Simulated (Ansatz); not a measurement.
**CH3FN2 (SMILES [H]/N=C(/N)F) at MRCISD+Q(relaxed)(6,7)/SBKJC-VDZ (core potential, nuclear model gaussian, 1 point charge)**

Aim: the energy difference between two shapes of CH3FN2 at MRCISD+Q(relaxed)(6,7)/SBKJC-VDZ (core potential, nuclear model gaussian, 1 point charge), from 2 runs. 

The results are computed with Ansatz 0.2.0.

3 further runs of the same task are left out: 3 set aside as unsound or not needed.

**1. Starting point**

CH3FN2: 7 atoms, total charge 0, spin state singlet. As SMILES, `[H]/N=C(/N)F`. Geometry: relaxed at PBE0-D4/def2-TZVP. This is one conformer, not always the lowest.

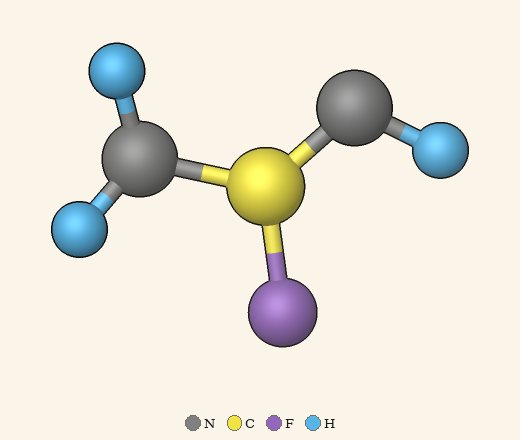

Viewed from a chosen angle; nitrogen grey, carbon yellow, fluorine purple, hydrogen blue.

**2. The energy at MRCISD+Q(relaxed)(6,7)/SBKJC-VDZ (core potential, nuclear model gaussian, 1 point charge)**

Contents of job.yaml:

```yaml
crystal:
  periodic: [false, false, false]
  atoms:
    - {symbol: N, position_ang: [-0.840100, 1.050100, -0.309600]}
    - {symbol: C, position_ang: [-0.251200, -0.045500, -0.170400]}
    - {symbol: "N", position_ang: [0.778100, -0.298500, 0.674700]}
    - {symbol: F, position_ang: [-0.590100, -1.174800, -0.827900]}
    - {symbol: H, position_ang: [-1.621000, 0.976300, -0.951000]}
    - {symbol: H, position_ang: [1.221200, 0.511600, 1.070800]}
    - {symbol: H, position_ang: [1.364500, -1.087200, 0.467700]}
basis:
  gaussian:
    orbitals: SBKJC-VDZ.json
    nuclear_model: gaussian
    point_charges: [{charge: -0.5, position_ang: [-3.9659, 1.7493, 3.3067]}]
correlation:
  method: fic_mrcisd_q_relaxed
  active_space: {window: {electrons: 6, orbitals: 7}}
  electrons: all
scf:
  omitted_lower_state_checks: [starts]
output: {orbitals: {seedname: orbitals}}
```

The basis set SBKJC-VDZ is read from a file made from the Basis Set Exchange's data (not shown).

Launch:

```sh
$ ansatz run job.yaml --threads 1 --pin off --max-ram 2610MiB --events-out events.jsonl --progress --plain --runs-dir runs
```

The log of the run:

```text
Warning: RAYON_NUM_THREADS=1 ignored (pool sized by the plan → 1); use --threads N
Functional definition: HF
  name "HF"
  exchange = exact_x
  correlation = 0
these checks for a lower state are left out or cut short: starts
504 factors; integrals over basis functions are off by at most 4.4e-4 eV
mean field evaluation 1: about -1366.5706 eV, gradient 3.6e1 eV
mean field evaluation 2: about -1366.5772 eV, gradient 3.6e1 eV
mean field evaluation 4: about -1369.8503 eV, gradient 3.0e0 eV
mean field evaluation 8: about -1369.8940 eV, gradient 1.4e-1 eV
mean field -1369.89409027 eV, -50.3426792698 hartree, gradient 2.7e-6 eV, S^2 0.000000; 0 other end points of the search recorded, 0 dependent functions left out
reference -1369.89409027 eV, -50.3426792698 hartree; 12, 12 occupied and 26, 26 virtual orbitals, 504 factors
state -1372.39051926 eV, -50.4344213430 hartree
contracted CI cycle   1: correlation 0.00000000 eV, 0.0000000000 hartree, residual 2.58e1 eV
contracted CI cycle   2: correlation -7.01491838 eV, -0.2577934955 hartree, residual 4.38e0 eV
contracted CI cycle   3: correlation -7.29197242 eV, -0.2679750437 hartree, residual 1.36e0 eV
contracted CI cycle   4: correlation -7.31903778 eV, -0.2689696775 hartree, residual 5.00e-1 eV
contracted CI cycle   5: correlation -7.32250701 eV, -0.2690971694 hartree, residual 2.28e-1 eV
contracted CI cycle   6: correlation -7.32329910 eV, -0.2691262780 hartree, residual 1.05e-1 eV
contracted CI cycle   7: correlation -7.32346628 eV, -0.2691324218 hartree, residual 5.01e-2 eV
contracted CI cycle   8: correlation -7.32350086 eV, -0.2691336927 hartree, residual 2.03e-2 eV
contracted CI cycle   9: correlation -7.32350688 eV, -0.2691339137 hartree, residual 8.39e-3 eV
contracted CI cycle  10: correlation -7.32350793 eV, -0.2691339525 hartree, residual 3.39e-3 eV
contracted CI cycle  11: correlation -7.32350809 eV, -0.2691339584 hartree, residual 1.54e-3 eV
state -1372.39051926 eV, -50.4344213430 hartree; corrected -1380.41981665 eV, -50.7294925796 hartree
state -1371.98459215 eV, -50.4195037971 hartree
contracted CI cycle   1: correlation -0.00000000 eV, -0.0000000000 hartree, residual 2.62e1 eV
contracted CI cycle   2: correlation -7.32067599 eV, -0.2690298803 hartree, residual 4.53e0 eV
contracted CI cycle   3: correlation -7.61086254 eV, -0.2796940396 hartree, residual 1.40e0 eV
contracted CI cycle   4: correlation -7.63748476 eV, -0.2806723881 hartree, residual 5.56e-1 eV
contracted CI cycle   5: correlation -7.64189205 eV, -0.2808343531 hartree, residual 2.06e-1 eV
contracted CI cycle   6: correlation -7.64263609 eV, -0.2808616958 hartree, residual 7.79e-2 eV
contracted CI cycle   7: correlation -7.64273724 eV, -0.2808654133 hartree, residual 3.04e-2 eV
contracted CI cycle   8: correlation -7.64275054 eV, -0.2808659018 hartree, residual 1.22e-2 eV
contracted CI cycle   9: correlation -7.64275273 eV, -0.2808659825 hartree, residual 4.88e-3 eV
contracted CI cycle  10: correlation -7.64275311 eV, -0.2808659965 hartree, residual 1.97e-3 eV
state -1371.98459215 eV, -50.4195037971 hartree; corrected -1380.40629939 eV, -50.7289958294 hartree
state -1372.39051926 eV, -50.4344213430 hartree; corrected -1380.41981665 eV, -50.7294925796 hartree
2 active orbitals were swapped for others, from the solution at -1371.98459215 eV, -50.4195037971 hartree to that at -1372.39051926 eV, -50.4344213430 hartree; typed "places" are swapped only where nearly empty or full, and so, without "given_window_search", are "orbital_numbers", "shells" and a window whose orbitals a file names under [Active]
Total energy: -1380.41981665 eV, -50.7294925796 hartree
Checks for a lower state left out: starts
```

It took 9.6 s on 1 thread of Arm Neoverse V1, shared host; peak memory 0.18 GiB.

**3. The distorted shape at the same level**

Contents of job.yaml:

```yaml
crystal:
  periodic: [false, false, false]
  atoms:
    - {symbol: N, position_ang: [-0.827207, 1.023639, -0.314114]}
    - {symbol: C, position_ang: [-0.259438, -0.035129, -0.199716]}
    - {symbol: "N", position_ang: [0.780884, -0.318369, 0.703379]}
    - {symbol: F, position_ang: [-0.592037, -1.198112, -0.823426]}
    - {symbol: H, position_ang: [-1.620712, 0.988820, -0.955660]}
    - {symbol: H, position_ang: [1.213896, 0.520254, 1.073719]}
    - {symbol: H, position_ang: [1.355964, -1.121443, 0.447356]}
basis:
  gaussian:
    orbitals: SBKJC-VDZ.json
    nuclear_model: gaussian
    point_charges: [{charge: -0.5, position_ang: [-3.9659, 1.7493, 3.3067]}]
correlation:
  method: fic_mrcisd_q_relaxed
  active_space: {window: {electrons: 6, orbitals: 7}}
  electrons: all
scf:
  omitted_lower_state_checks: [starts]
output: {orbitals: {seedname: orbitals}}
```

The basis set SBKJC-VDZ is read from a file made from the Basis Set Exchange's data (not shown).

Launch:

```sh
$ ansatz run job.yaml --threads 1 --pin off --max-ram 2610MiB --events-out events.jsonl --progress --plain --runs-dir runs
```

The log of the run:

```text
Warning: RAYON_NUM_THREADS=1 ignored (pool sized by the plan → 1); use --threads N
[... 4 set-up lines as earlier in the session ...]
these checks for a lower state are left out or cut short: starts
504 factors; integrals over basis functions are off by at most 4.4e-4 eV
mean field evaluation 1: about -1366.4966 eV, gradient 3.5e1 eV
mean field evaluation 2: about -1366.5035 eV, gradient 3.5e1 eV
mean field evaluation 4: about -1369.6739 eV, gradient 2.7e0 eV
mean field evaluation 8: about -1369.7154 eV, gradient 1.2e-1 eV
mean field -1369.71549046 eV, -50.3361158478 hartree, gradient 2.7e-6 eV, S^2 0.000000; 0 other end points of the search recorded, 0 dependent functions left out
reference -1369.71549046 eV, -50.3361158478 hartree; 12, 12 occupied and 26, 26 virtual orbitals, 504 factors
state -1372.13720515 eV, -50.4251122211 hartree
contracted CI cycle   1: correlation -0.00000000 eV, -0.0000000000 hartree, residual 2.58e1 eV
contracted CI cycle   2: correlation -7.08228467 eV, -0.2602691611 hartree, residual 4.41e0 eV
contracted CI cycle   3: correlation -7.36345165 eV, -0.2706018572 hartree, residual 1.37e0 eV
contracted CI cycle   4: correlation -7.39053052 eV, -0.2715969873 hartree, residual 4.95e-1 eV
contracted CI cycle   5: correlation -7.39385112 eV, -0.2717190170 hartree, residual 2.25e-1 eV
contracted CI cycle   6: correlation -7.39460277 eV, -0.2717466395 hartree, residual 1.00e-1 eV
contracted CI cycle   7: correlation -7.39475591 eV, -0.2717522673 hartree, residual 4.70e-2 eV
contracted CI cycle   8: correlation -7.39478639 eV, -0.2717533874 hartree, residual 1.89e-2 eV
contracted CI cycle   9: correlation -7.39479152 eV, -0.2717535759 hartree, residual 7.84e-3 eV
contracted CI cycle  10: correlation -7.39479241 eV, -0.2717536086 hartree, residual 3.28e-3 eV
contracted CI cycle  11: correlation -7.39479255 eV, -0.2717536139 hartree, residual 1.49e-3 eV
state -1372.13720515 eV, -50.4251122211 hartree; corrected -1380.25506376 eV, -50.7234380227 hartree
state -1371.78619310 eV, -50.4122127662 hartree
contracted CI cycle   1: correlation 0.00000000 eV, 0.0000000000 hartree, residual 2.61e1 eV
contracted CI cycle   2: correlation -7.32193236 eV, -0.2690760512 hartree, residual 4.66e0 eV
contracted CI cycle   3: correlation -7.62861003 eV, -0.2803462478 hartree, residual 1.45e0 eV
contracted CI cycle   4: correlation -7.65694092 eV, -0.2813873886 hartree, residual 5.77e-1 eV
contracted CI cycle   5: correlation -7.66160314 eV, -0.2815587221 hartree, residual 2.17e-1 eV
contracted CI cycle   6: correlation -7.66237142 eV, -0.2815869558 hartree, residual 8.29e-2 eV
contracted CI cycle   7: correlation -7.66248110 eV, -0.2815909866 hartree, residual 3.26e-2 eV
contracted CI cycle   8: correlation -7.66249651 eV, -0.2815915530 hartree, residual 1.26e-2 eV
contracted CI cycle   9: correlation -7.66249878 eV, -0.2815916364 hartree, residual 5.11e-3 eV
contracted CI cycle  10: correlation -7.66249916 eV, -0.2815916503 hartree, residual 2.01e-3 eV
state -1371.78619310 eV, -50.4122127662 hartree; corrected -1380.24014391 eV, -50.7228897285 hartree
state -1372.13720515 eV, -50.4251122211 hartree; corrected -1380.25506376 eV, -50.7234380227 hartree
2 active orbitals were swapped for others, from the solution at -1371.78619310 eV, -50.4122127662 hartree to that at -1372.13720515 eV, -50.4251122211 hartree; typed "places" are swapped only where nearly empty or full, and so, without "given_window_search", are "orbital_numbers", "shells" and a window whose orbitals a file names under [Active]
Total energy: -1380.25506376 eV, -50.7234380227 hartree
Checks for a lower state left out: starts
```

Run time: 11 s. Hardware: 1 thread of Arm Neoverse V1, shared host; peak memory 0.18 GiB.

**4. Results**

Level: MRCISD+Q(relaxed)(6,7)/SBKJC-VDZ (core potential, nuclear model gaussian, 1 point charge).

| quantity | value |
| --- | --- |
| first shape: total energy | -50.72949 Eh |
| distorted shape: total energy | -50.72344 Eh |
| energy change with the atoms displaced | 0.165 eV |

**Reading.** With the atoms displaced the energy rises by 0.16 eV (15.9 kJ/mol). The first shape isn't relaxed at this level, so the change isn't measured from a minimum.
